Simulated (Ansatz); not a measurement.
# Σ5 (210) boundary in bcc Ta, starting shift (0.33, 0): structure and resistance, part 2 of 3

How much does the Σ5 (210) boundary in bcc Ta, starting shift (0.33, 0) reflect electrons?

Ansatz 0.2.0; Ansatz plane-wave DFT, PBE, PAW files; relaxation of a bicrystal slab with its lowest layers held; PAW set soft_1 (the session's first sound run).

So far: Starting point; Relaxing the bicrystal.

## (2) Relaxing the bicrystal (continued)

Relaxation path:

| step | energy less that of the first step (eV) | largest force component (eV/Å) |
| --- | --- | --- |
| 1 | 0.0000 | 2.1726 |
| 2 | -0.8129 | 0.7333 |
| 3 | -1.2272 | 0.5885 |
| 4 | -1.4765 | 0.2539 |
| 5 | -1.5736 | 0.1261 |
| 6 | -1.6222 | 0.1160 |
| 7 | -1.6500 | 0.2219 |
| 8 | -1.6689 | 0.1420 |
| 9 | -1.6819 | 0.0648 |
| 10 | -1.6861 | 0.0882 |
| 11 | -1.6908 | 0.0367 |
| 12 | -1.6923 | 0.0197 |

Forces are held to the 2 operations that the run works with; a distortion that breaks them can't arise in this run.

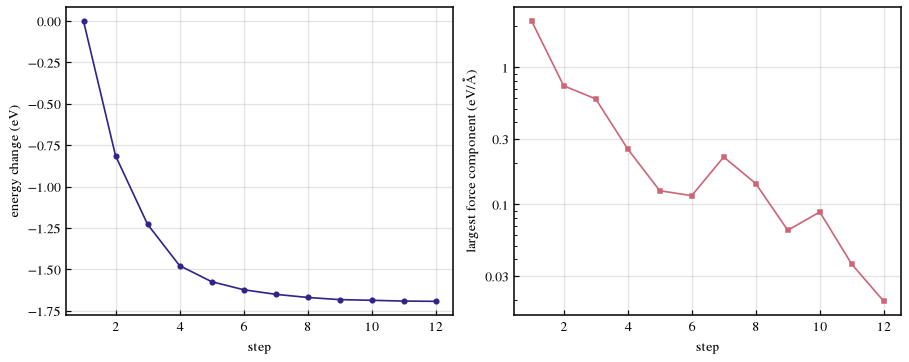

Energy and largest force along the relaxation.

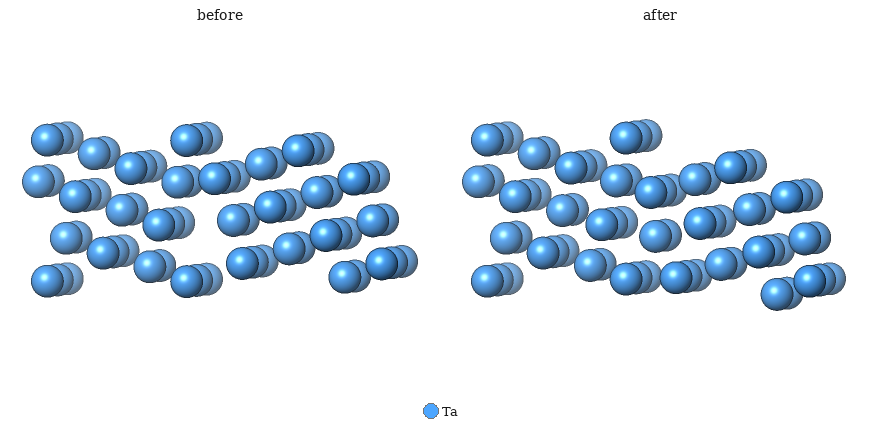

Before and after, at one scale.

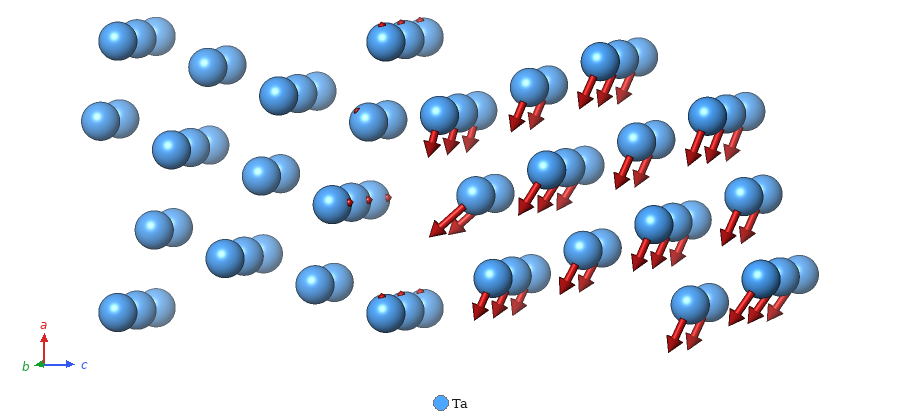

Displacements in the relaxation, scaled; the longest in the cell stands for 1.26 Å. 1×2×1 cells are drawn. Some periodic images of atoms are drawn too.

The atoms that moved most (Å):

| atom | dx | dy | dz | length |
| --- | --- | --- | --- | --- |
| Ta14 | -0.835 | 0.000 | -0.948 | 1.263 |
| Ta25 | -0.910 | 0.000 | -0.636 | 1.110 |
| Ta24 | -0.945 | 0.000 | -0.419 | 1.034 |
| Ta23 | -0.947 | 0.000 | -0.374 | 1.018 |
| Ta17 | -0.860 | 0.000 | -0.540 | 1.016 |
| Ta22 | -0.898 | 0.000 | -0.414 | 0.989 |
| Ta20 | -0.895 | 0.000 | -0.396 | 0.978 |
| Ta19 | -0.890 | 0.000 | -0.397 | 0.975 |

This step gave:

```yaml
free_energy: -248321.1434 eV
energy_at_zero_smearing: -248320.6670 eV
fermi_energy: 10.31 eV
```

The largest force component on a free atom ends at 0.020 eV/Å, under the tolerance of 0.03, after 12 steps.

## (3) Transmission across the boundary

This step: Ansatz plane-wave DFT, PBE, PAW files; ballistic transport by layer matching (Landauer), zero bias; boundary relaxed in a short slab, bulk layers laid on; PAW set soft_1 (Ansatz 0.2.0).

System of this step: Σ5 (210) boundary in bcc Ta, starting shift (0.33, 0). The cell holds 57 atoms: 57 Ta. Its edges and angles: a = 7.385 Å, b = 3.303 Å, c = 49.664 Å, α = 90.0°, β = 90.0°, γ = 90.0°. It derives from Ta. Regions: lower grain, 24 atoms (24 Ta); boundary, 14 atoms (14 Ta); upper grain, 19 atoms (19 Ta). Vacuum lies along c.

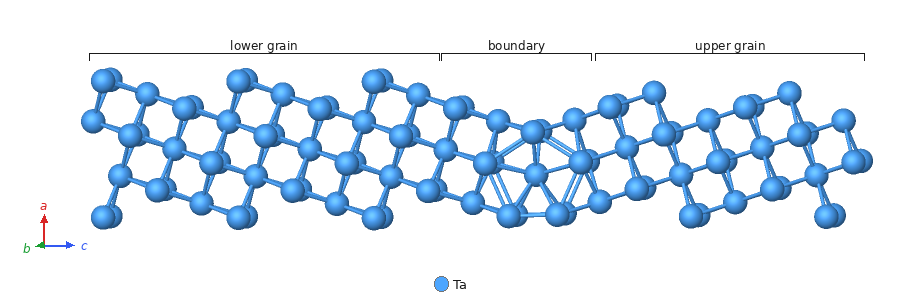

The cell of this step (tantalum blue). Some periodic images of atoms are drawn too.

input.yaml

```yaml
crystal:
  lattice:
    - [7.3847486598, 0.0, 0.0]
    - [0.0, 3.30256, 0.0]
    - [0.0, 0.0, 49.6643601386]
  atoms:
    - { symbol: Ta, position: [-9.2999999999, -15.5, 0.0805406531] }
    - { symbol: Ta, position: [-8.9999999999, -15.0, 0.0954099651] }
    - { symbol: Ta, position: [-8.6999999999, -14.5, 0.1102792771] }
    - { symbol: Ta, position: [-8.3999999999, -14.0, 0.1251485891] }
    - { symbol: Ta, position: [-8.0999999999, -13.5, 0.1400179011] }
    - { symbol: Ta, position: [-7.7999999999, -13.0, 0.1548872131] }
    - { symbol: Ta, position: [-7.4999999999, -12.5, 0.1697565251] }
    - { symbol: Ta, position: [-7.1999999999, -12.0, 0.184625837] }
    - { symbol: Ta, position: [-6.8999999999, -11.5, 0.199495149] }
    - { symbol: Ta, position: [-6.5999999999, -11.0, 0.214364461] }
    - { symbol: Ta, position: [-6.2999999999, -10.5, 0.229233773] }
    - { symbol: Ta, position: [-5.9999999999, -10.0, 0.244103085] }
    - { symbol: Ta, position: [-5.6999999999, -9.5, 0.258972397] }
    - { symbol: Ta, position: [-5.3999999999, -9.0, 0.273841709] }
    - { symbol: Ta, position: [-5.0999999999, -8.5, 0.288711021] }
    - { symbol: Ta, position: [-4.8, -8.0, 0.303580333] }
    - { symbol: Ta, position: [-4.5, -7.5, 0.318449645] }
    - { symbol: Ta, position: [-4.2, -7.0, 0.333318957] }
    - { symbol: Ta, position: [-3.9, -6.5, 0.348188269] }
    - { symbol: Ta, position: [-3.6, -6.0, 0.363057581] }
    - { symbol: Ta, position: [-3.3, -5.5, 0.377926893] }
    - { symbol: Ta, position: [-3.0, -5.0, 0.392796205] }
    - { symbol: Ta, position: [-2.7, -4.5, 0.407665517] }
    - { symbol: Ta, position: [-2.4, -4.0, 0.422534829] }
    - { symbol: Ta, position: [0.9, 0.5, 0.437404141] }
    - { symbol: Ta, position: [0.2006529328, 0.0, 0.4522583401] }
    - { symbol: Ta, position: [0.4975074456, 0.5, 0.4677067446] }
    - { symbol: Ta, position: [0.8038058407, 0.0, 0.482119548] }
    - { symbol: Ta, position: [0.1090873323, 0.5, 0.4974281717] }
    - { symbol: Ta, position: [0.4026643622, 0.0, 0.5149692204] }
    - { symbol: Ta, position: [0.7088865029, 0.5, 0.5252321783] }
    - { symbol: Ta, position: [0.0178122162, 0.0, 0.5408688317] }
    - { symbol: Ta, position: [0.6324170524, 0.0, 0.5673147433] }
    - { symbol: Ta, position: [0.3169683773, 0.5, 0.5670184112] }
    - { symbol: Ta, position: [0.0287345888, 0.0, 0.59419637] }
    - { symbol: Ta, position: [0.7199513934, 0.5, 0.6091014307] }
    - { symbol: Ta, position: [0.4135498856, 0.0, 0.6198281322] }
    - { symbol: Ta, position: [0.1193985714, 0.5, 0.636942419] }
    - { symbol: Ta, position: [-2.1806014286, -4.0, 0.651811731] }
    - { symbol: Ta, position: [-2.4806014286, -4.5, 0.666681043] }
    - { symbol: Ta, position: [-2.7806014286, -5.0, 0.681550355] }
    - { symbol: Ta, position: [-3.0806014286, -5.5, 0.696419667] }
    - { symbol: Ta, position: [-3.3806014286, -6.0, 0.711288979] }
    - { symbol: Ta, position: [-3.6806014286, -6.5, 0.726158291] }
    - { symbol: Ta, position: [-3.9806014286, -7.0, 0.741027603] }
    - { symbol: Ta, position: [-4.2806014286, -7.5, 0.755896915] }
    - { symbol: Ta, position: [-4.5806014286, -8.0, 0.770766227] }
    - { symbol: Ta, position: [-4.8806014286, -8.5, 0.785635539] }
    - { symbol: Ta, position: [-5.1806014286, -9.0, 0.800504851] }
    - { symbol: Ta, position: [-5.4806014286, -9.5, 0.815374163] }
    - { symbol: Ta, position: [-5.7806014286, -10.0, 0.8302434749] }
    - { symbol: Ta, position: [-6.0806014286, -10.5, 0.8451127869] }
    - { symbol: Ta, position: [-6.3806014286, -11.0, 0.8599820989] }
    - { symbol: Ta, position: [-6.6806014286, -11.5, 0.8748514109] }
    - { symbol: Ta, position: [-6.9806014286, -12.0, 0.8897207229] }
    - { symbol: Ta, position: [-7.2806014286, -12.5, 0.9045900349] }
    - { symbol: Ta, position: [-7.5806014285, -13.0, 0.9194593469] }
kpoints:
  mp_grid: { grid: [4, 8, 1] }
hamiltonian:
  xc: pbe
  pseudopotentials: { kind: paw, azcp: { folder: soft_1 } }
scf:
  occupations: { method: fermi_dirac, width: 0.1 }
output:
  transmission:
    leads: [[13, 14], [46, 47]]
    kmesh: [10, 20]
    e_range: [-0.1, 0.1]
    de: 0.05
  write_potential: true
  write_density: true
  volumetric_format: npy
  elf: true
```

The run is started by

```console
ansatz run input.yaml --threads 4 --pin off --max-ram 15360MiB --backend cpu --events-out ev --progress --plain --runs-dir out
```

Numbers of over 12 decimals in the logs are rounded to 6 here.

Output:

```text
[...]
Crystal: 57 atoms, lattice volume = 1211.243 Å³
Basis set: ecut = 420 eV, 23887 PW (Γ)
Bands: 445, of which v1, the nominal top of the filled ones, is band 371 counted from 1 (370 counted from 0)
Symmetry: 2 space group operations
[...]
k-points: 15 of 32 (time reversal used)
[...]
SCF iter   1: F=—  HF=-566206.502641 eV  |F-HF|=—  |Δ(HF+E_count)|=         —  Δρ=5.12e-2  dr2=1.38e3  ethr=3.10e-3  ⟨swp⟩=8.7  Hψ=29281  notcnv=0  defer=121
[...]
SCF iter  12: F=-566184.921360 eV  HF=-566184.921360 eV  |F-HF|=5.12e-8  |Δ(HF+E_count)|=   5.24e-7  Δρ=1.88e-6  dr2=8.06e-8  ethr=1.35e-11  ⟨swp⟩=22.5  Hψ=28161  notcnv=0
SCF 1 converged in 12 iterations: F = -566184.921360 eV  dr2 = 8.06e-8
[...]
transmission: 410 of 4092 steps passed
transmission: 820 of 4092 steps passed
[...]
transmission: 4092 of 4092 steps passed
WARN: The input density's exchange-correlation potential varies sharply where the density is thin. Do not read a vacuum level from v_tot or v_xc, or from such a field of the output density. On a cell that repeats whose density bears no net charge and no dipole along the vacuum's axis use v_es (v_loc + v_h of the components); under efield.dipole_correction with no amplitude use v_es + v_field, which holds any external [...]
SCF converged after 12 iterations
Free energy (F): -566184.921360 eV
[...]
Internal energy: -566182.548639 eV  (E = F + TS)
E sigma→0 (E₀):  -566183.734999 eV
Entropy (-TS):   -2.372721 eV (-41.627 meV/atom)
Fermi energy:    15.207915 eV
[...]
--- Band table (eV; the first three rows and the last of 15) ---
  k-point 0: bands = [... 367 lower, 15.4590, 15.5042, 15.5475, 15.6040, 15.6290, 15.6415, 15.6746, 15.6982, ... 70 higher]
  k-point 1: bands = [... 367 lower, 15.1949, 15.2264, 15.2330, 15.2808, 15.3173, 15.3438, 15.3704, 15.3952, ... 70 higher]
  k-point 2: bands = [... 367 lower, 14.7291, 14.7423, 14.7537, 14.7647, 14.7766, 14.8152, 14.8266, 14.8459, ... 70 higher]
  k-point 14: bands = [... 367 lower, 14.9787, 14.9885, 14.9888, 14.9940, 14.9968, 15.0029, 15.0136, 15.0240, ... 70 higher]
--- Transmission ---
  basis      : 219 plane waves across, 62 finite elements along
  points     : 66, standing for a mesh of 10 x 20
  energies   : 5 from -0.100000 to 0.100000 eV about the Fermi level, 0.050000 eV apart; the leads are filled to 0.000000 eV, and channels, transmission and decay are at 0.000000 eV
  crystal 0  : Ta3, at the sites [13, 14], period 2.2154 Å, over 19.20 Å; its Hamiltonian steps by up to 8.8 meV
    offset         : up to 0.0000 Å between an atom of the period and one for which it stands
    channels       : 5.525000e0 a spin
    conductance    : none, the energies end too early or step too widely for 300 K: set another output.transmission.e_range or a lower de, or, where they end at an eighth of basis.ecutwfc, a higher one
[...]
channels       : 5.525000e0 a spin
[...]
junction   : crystal 0 to crystal 1, 13.56 to 36.76 Å
    transmission   : 2.560502e0 a spin
[...]
```

Wall time 25 min (4 threads of Arm Neoverse V1, shared host); peak memory 11 GiB.

This step gave:

* free energy: -566184.9214 eV
* energy at zero smearing: -566183.7350 eV
* Fermi energy: 15.21 eV
* cell area: 24.39 Å²
* transmission per spin nearest the Fermi level: 2.561
* open channels per spin nearest the Fermi level: 5.525
* open channels per spin, upper lead: 5.525
* step of the lead's potential: 8.8 meV
* step of the upper lead's potential: 16.9 meV

Per spin. The transmission, zone mean by energy, zero at the Fermi level:

```
energy (eV)  transmission, zone mean
    -0.1000                     2.70
    -0.0500                     2.59
     0.0000                     2.56
     0.0500                     2.49
     0.1000                     2.38
```

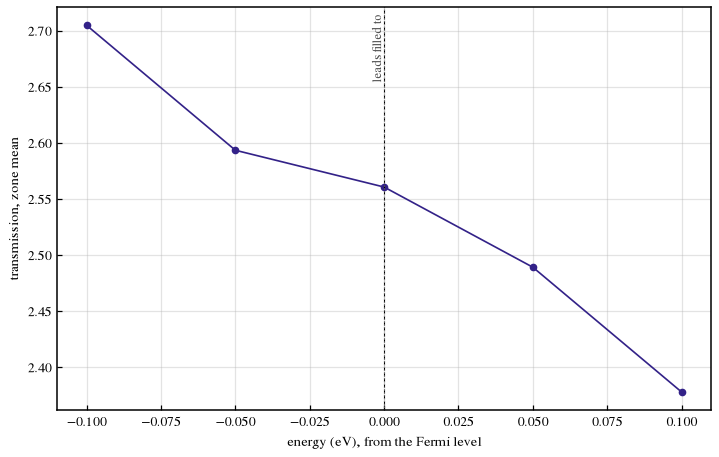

Transmission, zone mean, plotted against energy.

Per spin. Open channels, zone mean against energy, zero at the Fermi level:

```
energy (eV)  lead  upper lead
    -0.1000  6.09        6.09
    -0.0500  5.67        5.70
     0.0000  5.53        5.53
     0.0500  5.25        5.28
     0.1000  5.04        5.07
```

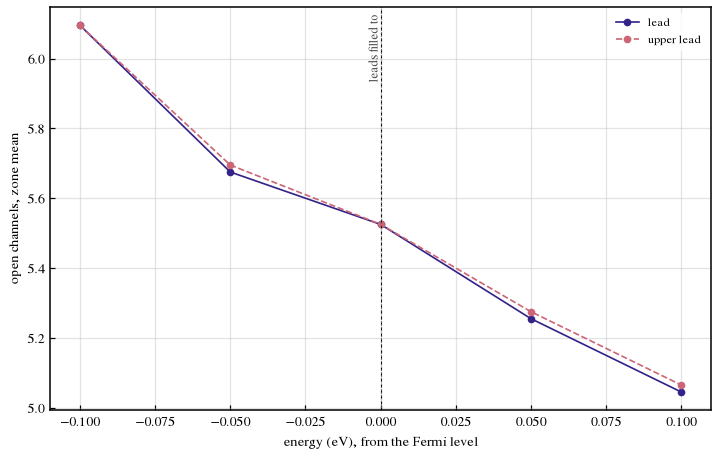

Open channels, zone mean, plotted against energy.

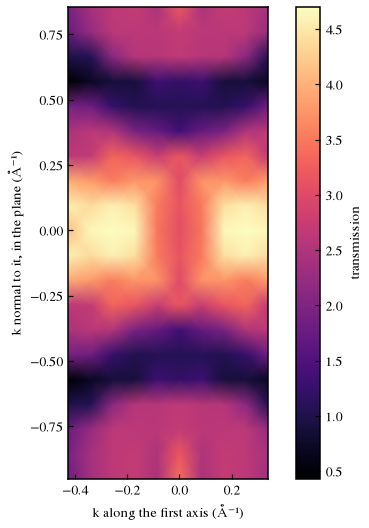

Transmission over k1 and k2. At 0.0000 eV from the Fermi level.

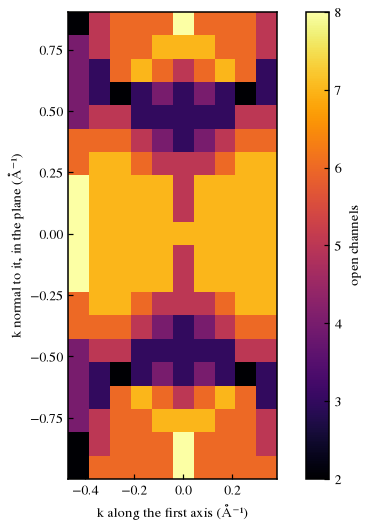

Open channels over k1 and k2. At 0.0000 eV from the Fermi level.

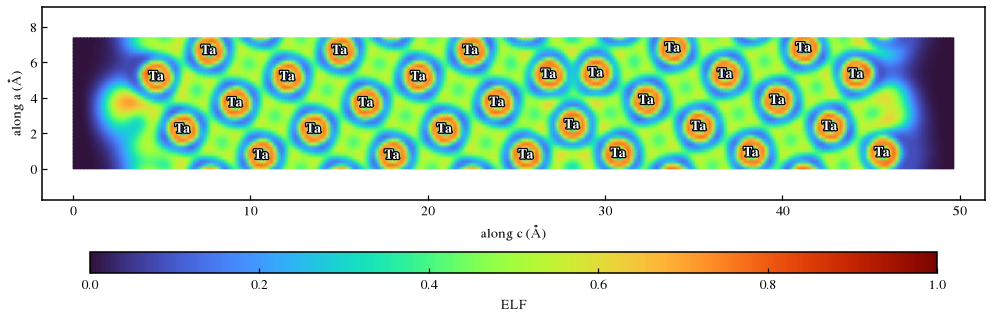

ELF in the ca plane at fractional y = 0.000, with atoms of Ta within 0.2 Å of it. It is the smooth field of the valence electrons, not physical close to the nuclei. The map starts off the cell's origin, so that atoms lie inside it.

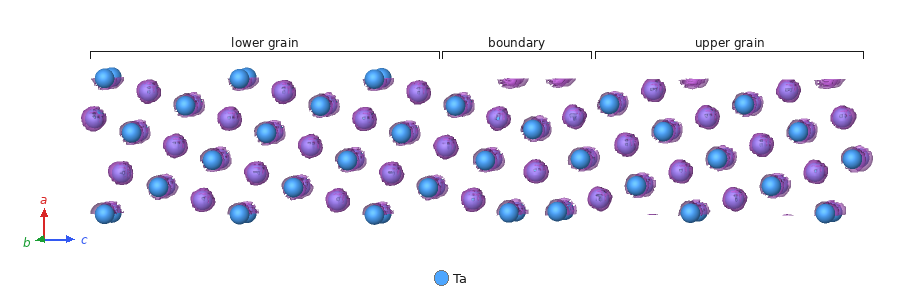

Surface of ELF = 0.71.

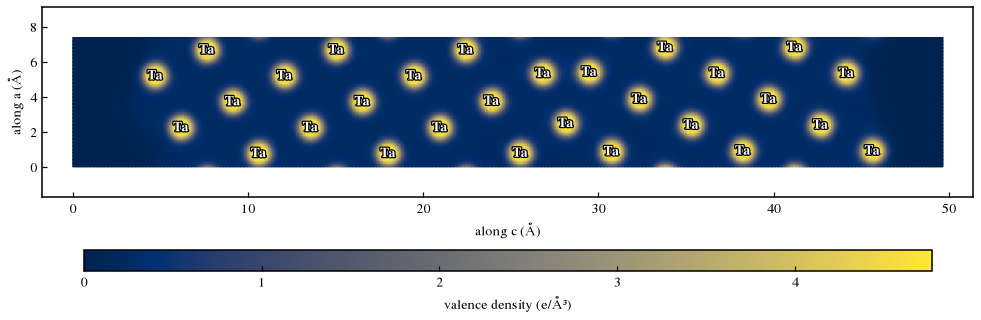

Valence density in the ca plane at fractional y = 0.000, with atoms of Ta within 0.2 Å of it. It is the smooth field of the valence electrons, not physical close to the nuclei. The map starts off the cell's origin, so that atoms lie inside it.

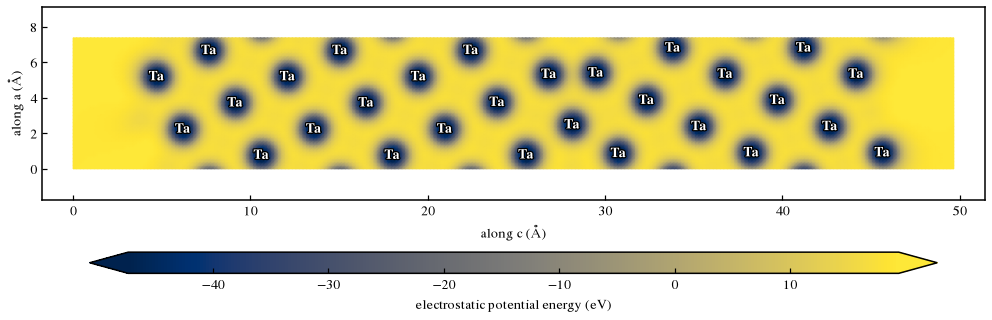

Electrostatic potential energy in the ca plane at fractional y = 0.000, with atoms of Ta within 0.2 Å of it. With pseudopotentials it is smooth inside the atoms' cores, unlike the true potential. The map starts off the cell's origin, so that atoms lie inside it.

Over the solved energies the transmission per spin lies between 2.38 and 2.70, out of 5.52 channels of the lead on average (up to 6.09).

## (4) Specific resistance

This step: Ansatz plane-wave DFT, PBE, PAW files; ballistic transport by layer matching (Landauer), zero bias; specific resistance of the boundary; PAW set soft_1 (Ansatz 0.2.0).

This step gave:

```yaml
area_resistance: 0.6671 fΩ m²
t_over_the_leads_mean_channel_count: 0.4606
```

Averaged over the energies near the Fermi level, 46.1 % of the channels pass, which makes 0.667 fΩ m².

By hand, with T and the leads' channels N averaged over the energies near the Fermi level: RA = A (h/2e²)(1/T − ½[1/N₁ + 1/N₂]) = 24.39×10⁻²⁰ m² × 12 906 Ω × (1/2.545 − ½[1/5.519 + 1/5.531]) = 0.667 fΩ m².

(Part 2 of 3 ends here.)

[Logs are printed without paths, hosts, clocks, repeated set-up lines and the standing remarks that a program may print on its own settings, such as how far it seeks lower states.]

[Hosts, paths, dates, database ids (printed as entryN), source tags and the programs' standing remarks are cut or masked in the printed files.]
